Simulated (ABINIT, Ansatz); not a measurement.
# AlBiSe3 (Pm-3m): zone-centre phonons, part 3 of 4

Which modes does AlBiSe3 (Pm-3m) have at the zone centre?

ABINIT 10.8.3; DFT LDA, scalar-relativistic, plane waves, HGH norm-conserving pseudopotentials.

So far. Step 3 (Self-consistent run for the response): The cell stands at -1.1 GPa: the relaxation ran with a smoothed and higher cutoff, and the difference is a stress of the finite basis. Step 4 (Zone-centre response): The acoustic modes at Γ come out as far as 3.8 cm⁻¹ from zero, where they should vanish, a small numerical error. The lowest optical mode is imaginary, 92i cm⁻¹, an instability at this level and on this k mesh. The relaxed cell has a = 4.825 Å (conventional setting).

The structure was built from a prototype and need not be the compound's stable phase.

## Step 5: Modes with the sum rule

anaddb reads the merged derivatives and imposes the acoustic sum rule.

Input file anaddb.abi:

```
ddb_filepath "gamma_DDB"
output_file "anaddb.abo"
outdata_prefix "anaddb"
asr 1
chneut 1
enunit 2
eivec 1
nph1l 1
qph1l 0.0 0.0 0.0 1.0
```

Input file mrgddb.in:

```
gamma_DDB
merged
2
dfpt_gammao_DDB
gso_DDB
```

On the command line:

```console
$ mrgddb < mrgddb.in > mrgddb.log
$ OMP_NUM_THREADS=1 anaddb anaddb.abi > anaddb.log
```

anaddb.abo, the main output file:

```text
-outvars_anaddb: echo values of input variables ----------------------

 Miscellaneous information :
      enunit         2
       eivec         1
         asr         1
 First list of wavevector (reduced coord.) :
       nph1l         1
       qph1l
                     0.00000000E+00  0.00000000E+00  0.00000000E+00    1.000E+00

================================================================================

 read the DDB information and perform some checks

  ==== Info on the Cryst% object ====
 Real(R)+Recip(G) space primitive vectors, cartesian coordinates (Bohr,Bohr^-1):
 R(1)=  9.1182206  0.0000000  0.0000000  G(1)=  0.1096705  0.0000000  0.0000000
 R(2)=  0.0000000  9.1182206  0.0000000  G(2)=  0.0000000  0.1096705  0.0000000
 R(3)=  0.0000000  0.0000000  9.1182206  G(3)=  0.0000000  0.0000000  0.1096705
 Unit cell volume ucvol=  7.5810661E+02 bohr^3
 Angles (23,13,12)=  9.00000000E+01  9.00000000E+01  9.00000000E+01 degrees
 Time-reversal symmetry is present
 Reduced atomic positions [iatom, xred, symbol]:
    1)    0.0000000  0.0000000  0.0000000  Bi
    2)    0.5000000  0.5000000  0.5000000  Al
    3)    0.5000000  0.5000000  0.0000000  Se
    4)    0.5000000  0.0000000  0.5000000  Se
    5)    0.0000000  0.5000000  0.5000000  Se

 DDB file with 3 blocks has been read.

================================================================================

 Treat the first list of vectors

  Phonon wavevector (reduced coordinates) :  0.00000  0.00000  0.00000
 Phonon energies in Hartree :
  -4.173802E-04 -4.173802E-04 -4.173802E-04 -3.278960E-04 -3.278960E-04
  -3.278960E-04  0.000000E+00  0.000000E+00  0.000000E+00  2.320656E-04
   2.320656E-04  2.320656E-04  1.528227E-03  1.528227E-03  1.528227E-03
 Phonon energies in meV     :
- -1.135749E+01 -1.135749E+01 -1.135749E+01 -8.922506E+00 -8.922506E+00
- -8.922506E+00  0.000000E+00  0.000000E+00  0.000000E+00  6.314828E+00
-  6.314828E+00  6.314828E+00  4.158519E+01  4.158519E+01  4.158519E+01
 Phonon frequencies in cm-1    :
- -9.160437E+01 -9.160437E+01 -9.160437E+01 -7.196486E+01 -7.196486E+01
- -7.196486E+01  0.000000E+00  0.000000E+00  0.000000E+00  5.093252E+01
-  5.093252E+01  5.093252E+01  3.354072E+02  3.354072E+02  3.354072E+02
 Phonon frequencies in Thz     :
- -2.746230E+00 -2.746230E+00 -2.746230E+00 -2.157452E+00 -2.157452E+00
- -2.157452E+00  0.000000E+00  0.000000E+00  0.000000E+00  1.526919E+00
-  1.526919E+00  1.526919E+00  1.005525E+01  1.005525E+01  1.005525E+01
 Phonon energies in Kelvin  :
- -1.317982E+02 -1.317982E+02 -1.317982E+02 -1.035414E+02 -1.035414E+02
- -1.035414E+02  0.000000E+00  0.000000E+00  0.000000E+00  7.328053E+01
-  7.328053E+01  7.328053E+01  4.825761E+02  4.825761E+02  4.825761E+02

 Eigendisplacements
 (will be given, for each mode : in cartesian coordinates
   for each atom the real part of the displacement vector,
   then the imaginary part of the displacement vector - absolute values smaller than 1.0d-7 are set to zero)
  Mode number    1   Energy   -4.173802E-04
 Attention : low frequency mode.
   (Could be unstable or acoustic mode)
-  1  0.00000000E+00  0.00000000E+00 -1.05341834E-03
-     0.00000000E+00  0.00000000E+00  0.00000000E+00
-  2  0.00000000E+00  0.00000000E+00 -3.89126730E-04
-     0.00000000E+00  0.00000000E+00  0.00000000E+00
-  3  0.00000000E+00  0.00000000E+00  1.11263393E-04
-     0.00000000E+00  0.00000000E+00  0.00000000E+00
-  4  0.00000000E+00  0.00000000E+00  1.40471916E-03
-     0.00000000E+00  0.00000000E+00  0.00000000E+00
-  5  0.00000000E+00  0.00000000E+00  1.40471916E-03
-     0.00000000E+00  0.00000000E+00  0.00000000E+00
  Mode number    2   Energy   -4.173802E-04
 Attention : low frequency mode.
   (Could be unstable or acoustic mode)
-  1  0.00000000E+00  1.05341834E-03  0.00000000E+00
-     0.00000000E+00  0.00000000E+00  0.00000000E+00
-  2  0.00000000E+00  3.89126730E-04  0.00000000E+00
-     0.00000000E+00  0.00000000E+00  0.00000000E+00
-  3  0.00000000E+00 -1.40471916E-03  0.00000000E+00
-     0.00000000E+00  0.00000000E+00  0.00000000E+00
-  4  0.00000000E+00 -1.11263393E-04  0.00000000E+00
-     0.00000000E+00  0.00000000E+00  0.00000000E+00
-  5  0.00000000E+00 -1.40471916E-03  0.00000000E+00
-     0.00000000E+00  0.00000000E+00  0.00000000E+00
  Mode number    3   Energy   -4.173802E-04
 Attention : low frequency mode.
   (Could be unstable or acoustic mode)
-  1  1.05341834E-03  0.00000000E+00  0.00000000E+00
-     0.00000000E+00  0.00000000E+00  0.00000000E+00
-  2  3.89126730E-04  0.00000000E+00  0.00000000E+00
-     0.00000000E+00  0.00000000E+00  0.00000000E+00
-  3 -1.40471916E-03  0.00000000E+00  0.00000000E+00
-     0.00000000E+00  0.00000000E+00  0.00000000E+00
-  4 -1.40471916E-03  0.00000000E+00  0.00000000E+00
-     0.00000000E+00  0.00000000E+00  0.00000000E+00
-  5 -1.11263393E-04  0.00000000E+00  0.00000000E+00
-     0.00000000E+00  0.00000000E+00  0.00000000E+00
  Mode number    4   Energy   -3.278960E-04
 Attention : low frequency mode.
   (Could be unstable or acoustic mode)
-  1  0.00000000E+00  0.00000000E+00  0.00000000E+00
-     0.00000000E+00  0.00000000E+00  0.00000000E+00
-  2  0.00000000E+00  0.00000000E+00  0.00000000E+00
-     0.00000000E+00  0.00000000E+00  0.00000000E+00
-  3  0.00000000E+00  0.00000000E+00  0.00000000E+00
-     0.00000000E+00  0.00000000E+00  0.00000000E+00
-  4  0.00000000E+00  0.00000000E+00 -1.86380890E-03
-     0.00000000E+00  0.00000000E+00  0.00000000E+00
-  5  0.00000000E+00  0.00000000E+00  1.86380890E-03
-     0.00000000E+00  0.00000000E+00  0.00000000E+00
  Mode number    5   Energy   -3.278960E-04
 Attention : low frequency mode.
   (Could be unstable or acoustic mode)
-  1  0.00000000E+00  0.00000000E+00  0.00000000E+00
-     0.00000000E+00  0.00000000E+00  0.00000000E+00
-  2  0.00000000E+00  0.00000000E+00  0.00000000E+00
-     0.00000000E+00  0.00000000E+00  0.00000000E+00
-  3  0.00000000E+00 -1.86380890E-03  0.00000000E+00
-     0.00000000E+00  0.00000000E+00  0.00000000E+00
-  4  0.00000000E+00  0.00000000E+00  0.00000000E+00
-     0.00000000E+00  0.00000000E+00  0.00000000E+00
-  5  0.00000000E+00  1.86380890E-03  0.00000000E+00
-     0.00000000E+00  0.00000000E+00  0.00000000E+00
  Mode number    6   Energy   -3.278960E-04
 Attention : low frequency mode.
   (Could be unstable or acoustic mode)
-  1  0.00000000E+00  0.00000000E+00  0.00000000E+00
-     0.00000000E+00  0.00000000E+00  0.00000000E+00
-  2  0.00000000E+00  0.00000000E+00  0.00000000E+00
-     0.00000000E+00  0.00000000E+00  0.00000000E+00
-  3  1.86380890E-03  0.00000000E+00  0.00000000E+00
-     0.00000000E+00  0.00000000E+00  0.00000000E+00
-  4 -1.86380890E-03  0.00000000E+00  0.00000000E+00
-     0.00000000E+00  0.00000000E+00  0.00000000E+00
-  5  0.00000000E+00  0.00000000E+00  0.00000000E+00
-     0.00000000E+00  0.00000000E+00  0.00000000E+00
  Mode number    7   Energy    0.000000E+00
 Attention : low frequency mode.
   (Could be unstable or acoustic mode)
-  1  0.00000000E+00  0.00000000E+00  1.07701736E-03
-     0.00000000E+00  0.00000000E+00  0.00000000E+00
-  2  0.00000000E+00  0.00000000E+00  1.07729835E-03
-     0.00000000E+00  0.00000000E+00  0.00000000E+00
-  3  0.00000000E+00  0.00000000E+00  1.07726027E-03
-     0.00000000E+00  0.00000000E+00  0.00000000E+00
-  4  0.00000000E+00  0.00000000E+00  1.07713944E-03
-     0.00000000E+00  0.00000000E+00  0.00000000E+00
-  5  0.00000000E+00  0.00000000E+00  1.07713944E-03
-     0.00000000E+00  0.00000000E+00  0.00000000E+00
  Mode number    8   Energy    0.000000E+00
 Attention : low frequency mode.
   (Could be unstable or acoustic mode)
-  1  0.00000000E+00 -1.07701736E-03  0.00000000E+00
-     0.00000000E+00  0.00000000E+00  0.00000000E+00
-  2  0.00000000E+00 -1.07729835E-03  0.00000000E+00
-     0.00000000E+00  0.00000000E+00  0.00000000E+00
-  3  0.00000000E+00 -1.07713944E-03  0.00000000E+00
-     0.00000000E+00  0.00000000E+00  0.00000000E+00
-  4  0.00000000E+00 -1.07726027E-03  0.00000000E+00
-     0.00000000E+00  0.00000000E+00  0.00000000E+00
-  5  0.00000000E+00 -1.07713944E-03  0.00000000E+00
-     0.00000000E+00  0.00000000E+00  0.00000000E+00
  Mode number    9   Energy    0.000000E+00
 Attention : low frequency mode.
   (Could be unstable or acoustic mode)
-  1  1.07701736E-03  0.00000000E+00  0.00000000E+00
-     0.00000000E+00  0.00000000E+00  0.00000000E+00
-  2  1.07729835E-03  0.00000000E+00  0.00000000E+00
-     0.00000000E+00  0.00000000E+00  0.00000000E+00
-  3  1.07713944E-03  0.00000000E+00  0.00000000E+00
-     0.00000000E+00  0.00000000E+00  0.00000000E+00
-  4  1.07713944E-03  0.00000000E+00  0.00000000E+00
-     0.00000000E+00  0.00000000E+00  0.00000000E+00
-  5  1.07726027E-03  0.00000000E+00  0.00000000E+00
-     0.00000000E+00  0.00000000E+00  0.00000000E+00
  Mode number   10   Energy    2.320656E-04
-  1  0.00000000E+00  0.00000000E+00  5.96129860E-04
-     0.00000000E+00  0.00000000E+00  0.00000000E+00
-  2  0.00000000E+00  0.00000000E+00 -2.62320691E-03
-     0.00000000E+00  0.00000000E+00  0.00000000E+00
-  3  0.00000000E+00  0.00000000E+00 -1.75472164E-03
-     0.00000000E+00  0.00000000E+00  0.00000000E+00
-  4  0.00000000E+00  0.00000000E+00  5.36927847E-04
-     0.00000000E+00  0.00000000E+00  0.00000000E+00
-  5  0.00000000E+00  0.00000000E+00  5.36927847E-04
-     0.00000000E+00  0.00000000E+00  0.00000000E+00
  Mode number   11   Energy    2.320656E-04
-  1  0.00000000E+00  5.96129860E-04  0.00000000E+00
-     0.00000000E+00  0.00000000E+00  0.00000000E+00
-  2  0.00000000E+00 -2.62320691E-03  0.00000000E+00
-     0.00000000E+00  0.00000000E+00  0.00000000E+00
-  3  0.00000000E+00  5.36927847E-04  0.00000000E+00
-     0.00000000E+00  0.00000000E+00  0.00000000E+00
-  4  0.00000000E+00 -1.75472164E-03  0.00000000E+00
-     0.00000000E+00  0.00000000E+00  0.00000000E+00
-  5  0.00000000E+00  5.36927847E-04  0.00000000E+00
-     0.00000000E+00  0.00000000E+00  0.00000000E+00
  Mode number   12   Energy    2.320656E-04
-  1  5.96129860E-04  0.00000000E+00  0.00000000E+00
-     0.00000000E+00  0.00000000E+00  0.00000000E+00
-  2 -2.62320691E-03  0.00000000E+00  0.00000000E+00
-     0.00000000E+00  0.00000000E+00  0.00000000E+00
-  3  5.36927847E-04  0.00000000E+00  0.00000000E+00
-     0.00000000E+00  0.00000000E+00  0.00000000E+00
-  4  5.36927847E-04  0.00000000E+00  0.00000000E+00
-     0.00000000E+00  0.00000000E+00  0.00000000E+00
-  5 -1.75472164E-03  0.00000000E+00  0.00000000E+00
-     0.00000000E+00  0.00000000E+00  0.00000000E+00
  Mode number   13   Energy    1.528227E-03
-  1  0.00000000E+00  0.00000000E+00  1.83991023E-06
-     0.00000000E+00  0.00000000E+00  0.00000000E+00
-  2  0.00000000E+00  0.00000000E+00 -3.48403073E-03
-     0.00000000E+00  0.00000000E+00  0.00000000E+00
-  3  0.00000000E+00  0.00000000E+00  1.64184346E-03
-     0.00000000E+00  0.00000000E+00  0.00000000E+00
-  4  0.00000000E+00  0.00000000E+00 -2.28093873E-04
-     0.00000000E+00  0.00000000E+00  0.00000000E+00
-  5  0.00000000E+00  0.00000000E+00 -2.28093873E-04
-     0.00000000E+00  0.00000000E+00  0.00000000E+00
  Mode number   14   Energy    1.528227E-03
-  1  0.00000000E+00  1.83991023E-06  0.00000000E+00
-     0.00000000E+00  0.00000000E+00  0.00000000E+00
-  2 -2.09457346E-07 -3.48403073E-03  0.00000000E+00
-     0.00000000E+00  0.00000000E+00  0.00000000E+00
-  3  0.00000000E+00 -2.28093872E-04  0.00000000E+00
-     0.00000000E+00  0.00000000E+00  0.00000000E+00
-  4  0.00000000E+00  1.64184346E-03  0.00000000E+00
-     0.00000000E+00  0.00000000E+00  0.00000000E+00
-  5  0.00000000E+00 -2.28093872E-04  0.00000000E+00
-     0.00000000E+00  0.00000000E+00  0.00000000E+00
  Mode number   15   Energy    1.528227E-03
-  1  1.83991023E-06  0.00000000E+00  0.00000000E+00
-     0.00000000E+00  0.00000000E+00  0.00000000E+00
-  2 -3.48403073E-03  2.09457346E-07  0.00000000E+00
-     0.00000000E+00  0.00000000E+00  0.00000000E+00
-  3 -2.28093872E-04  0.00000000E+00  0.00000000E+00
-     0.00000000E+00  0.00000000E+00  0.00000000E+00
-  4 -2.28093872E-04  0.00000000E+00  0.00000000E+00
-     0.00000000E+00  0.00000000E+00  0.00000000E+00
-  5  1.64184346E-03  0.00000000E+00  0.00000000E+00
-     0.00000000E+00  0.00000000E+00  0.00000000E+00

 Analysis of degeneracies and characters (maximum tolerance=1.00E-06 a.u.)
 For each vibration mode, or group of modes if degenerate,
 the characters are given for each symmetry operation (see the list in the log file).
 Symmetry characters of vibration mode #   1
       degenerate with vibration modes #   2 to    3
  3.0 -3.0 -1.0  1.0 -1.0  1.0 -1.0  1.0  1.0 -1.0 -1.0  1.0  1.0 -1.0 -1.0  1.0
 -0.0  0.0 -0.0  0.0  0.0 -0.0  0.0 -0.0  1.0 -1.0 -1.0  1.0 -1.0  1.0  1.0 -1.0
 -0.0  0.0  0.0 -0.0  0.0 -0.0 -0.0  0.0  1.0 -1.0  1.0 -1.0 -1.0  1.0 -1.0  1.0
 Symmetry characters of vibration mode #   4
       degenerate with vibration modes #   5 to    6
  3.0 -3.0 -1.0  1.0 -1.0  1.0 -1.0  1.0 -1.0  1.0  1.0 -1.0 -1.0  1.0  1.0 -1.0
  0.0 -0.0  0.0 -0.0 -0.0  0.0 -0.0  0.0 -1.0  1.0  1.0 -1.0  1.0 -1.0 -1.0  1.0
  0.0 -0.0 -0.0  0.0 -0.0  0.0  0.0 -0.0 -1.0  1.0 -1.0  1.0  1.0 -1.0  1.0 -1.0
 Symmetry characters of vibration mode #   7
       degenerate with vibration modes #   8 to    9
  3.0 -3.0 -1.0  1.0 -1.0  1.0 -1.0  1.0  1.0 -1.0 -1.0  1.0  1.0 -1.0 -1.0  1.0
  0.0 -0.0  0.0 -0.0 -0.0  0.0 -0.0  0.0  1.0 -1.0 -1.0  1.0 -1.0  1.0  1.0 -1.0
  0.0 -0.0 -0.0  0.0 -0.0  0.0  0.0 -0.0  1.0 -1.0  1.0 -1.0 -1.0  1.0 -1.0  1.0
 Symmetry characters of vibration mode #  10
       degenerate with vibration modes #  11 to   12
  3.0 -3.0 -1.0  1.0 -1.0  1.0 -1.0  1.0  1.0 -1.0 -1.0  1.0  1.0 -1.0 -1.0  1.0
 -0.0  0.0 -0.0  0.0  0.0 -0.0  0.0 -0.0  1.0 -1.0 -1.0  1.0 -1.0  1.0  1.0 -1.0
 -0.0  0.0  0.0 -0.0  0.0 -0.0 -0.0  0.0  1.0 -1.0  1.0 -1.0 -1.0  1.0 -1.0  1.0
 Symmetry characters of vibration mode #  13
       degenerate with vibration modes #  14 to   15
  3.0 -3.0 -1.0  1.0 -1.0  1.0 -1.0  1.0  1.0 -1.0 -1.0  1.0  1.0 -1.0 -1.0  1.0
 -0.0  0.0 -0.0  0.0  0.0 -0.0  0.0 -0.0  1.0 -1.0 -1.0  1.0 -1.0  1.0  1.0 -1.0
 -0.0  0.0  0.0 -0.0  0.0 -0.0 -0.0  0.0  1.0 -1.0  1.0 -1.0 -1.0  1.0 -1.0  1.0
-
```

Run time: 0.67 s. Hardware: 1 thread of Intel Xeon 6975P-C (Granite Rapids), shared host.

This step gave:

```yaml
lowest_optical_zone_centre_mode: -91.6 cm⁻¹
```

No LO-TO term; unit eigenvectors of the mass-weighted matrix, from anaddb's displacements. Modes at Γ, with each element's share of the kinetic energy (negative means imaginary):

| mode | frequency (cm⁻¹) | symmetry | Bi % | Al % | Se % |
| --- | --- | --- | --- | --- | --- |
| 1 | -91.6 | T1u | 42 | 1 | 57 |
| 2 | -91.6 | T1u | 42 | 1 | 57 |
| 3 | -91.6 | T1u | 42 | 1 | 57 |
| 4 | -72.0 | T2u | 0 | 0 | 100 |
| 5 | -72.0 | T2u | 0 | 0 | 100 |
| 6 | -72.0 | T2u | 0 | 0 | 100 |
| 7 | 0.0 | acoustic | 44 | 6 | 50 |
| 8 | 0.0 | acoustic | 44 | 6 | 50 |
| 9 | 0.0 | acoustic | 44 | 6 | 50 |
| 10 | 50.9 | T1u | 14 | 34 | 53 |
| 11 | 50.9 | T1u | 14 | 34 | 53 |
| 12 | 50.9 | T1u | 14 | 34 | 53 |
| 13 | 335.4 | T1u | 0 | 60 | 40 |
| 14 | 335.4 | T1u | 0 | 60 | 40 |
| 15 | 335.4 | T1u | 0 | 60 | 40 |

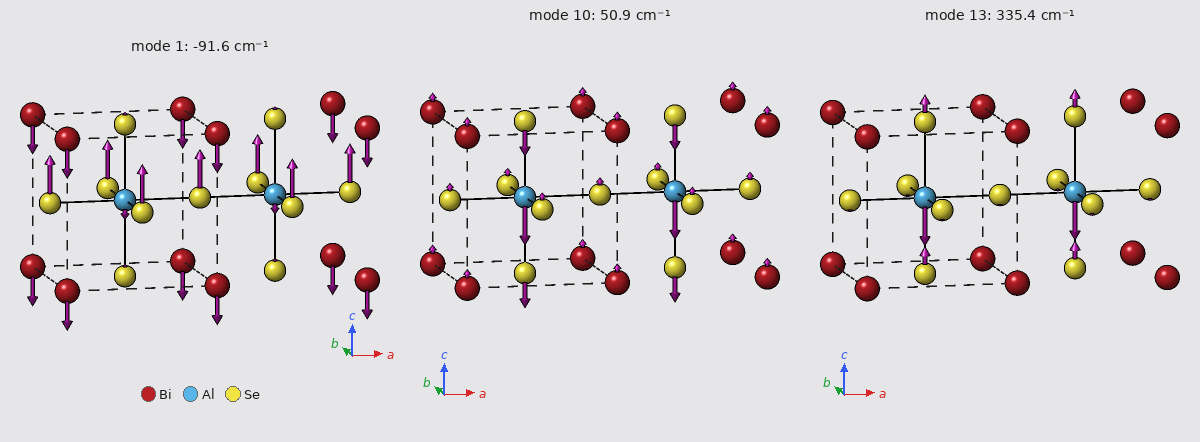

Displacement patterns of modes 1, 10 and 13 at Γ; arrows are exaggerated. 2×1×1 cells are drawn. Some periodic images of atoms are drawn too.

The rule moves no optical mode by more than 0.2 cm⁻¹.

(Continued in part 4 of 4.)

[Host names and launcher messages were left out of these logs when they were recorded.]

[Logs are printed without paths, hosts, clocks, repeated set-up lines and the standing remarks that a program may print on its own settings, such as how far it seeks lower states.]

[Hosts, paths, dates, database ids (printed as entryN), source tags and the programs' standing remarks are cut or masked in the printed files.]
